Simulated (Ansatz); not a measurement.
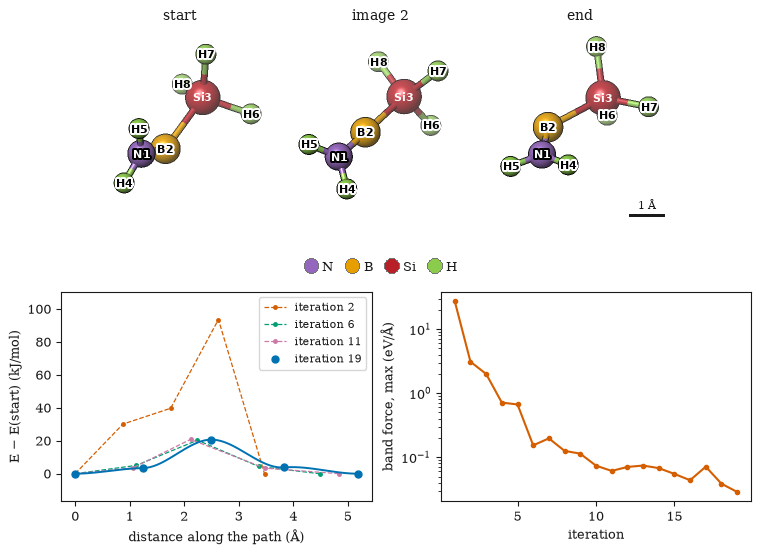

NEB run on BSiNH₅ (multiplicity 2). Images are numbered from 0 (start) to 4 (end). The plot follows the band through its iterations. Style: ball-and-stick. Shown from a free direction.

The calculation used UKS BHLYP-D4/def2-SVP in Ansatz 0.2.0. Set-up: 3 movable images; climbing image; force threshold 0.03 eV/Å; iteration limit 60; starting path through a guess of the saddle point.

Q: Did the band converge, and can the barrier be trusted?

A: The run is converged, with reservations. The band converged in 19 iterations. The largest component of the band force went from 27 to 0.029 eV/Å. The climbing image converged on the top of the path. Its curvatures weren't checked. So few images resolve the path coarsely. The first iteration put the highest image at 545.6 kJ/mol. The two ends have the same energy, and the highest point, image 2, lies 20.7 kJ/mol above the start.

Cost: 67 s on 1 thread of AMD EPYC 9R45 96-Core Processor (Zen 5), with other jobs on the host, peak memory 0.19 GiB.
